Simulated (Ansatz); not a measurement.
The starting structures come from a database of crystals and need not be the phases stable at ambient conditions.

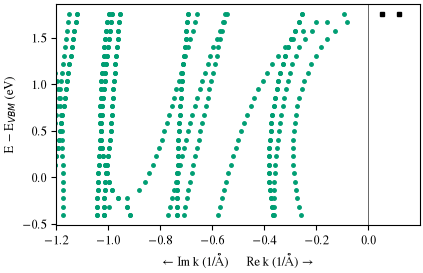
Figure. Complex bands at the centre of the two-dimensional zone; r2SCAN in Ansatz (a quantum-chemistry and plane-wave program)

The gap is the functional's own. No spin-orbit coupling. Mid-gap values are interpolated on the energy grid.

Task: This is K$_{2}$Sn$_{2}$O$_{3}$ (I2_13, not sure to be the ambient phase, 14 atoms a cell, 20.8 Å³ an atom) along the normal of (110). Read off the slowest decay at the centre of the two-dimensional zone at 0.77 eV, the computed energy nearest the middle of the gap.

Result: κ ≈ 0.27 1/Å, a decay length 1/(2κ) of the density of 1.8 Å.
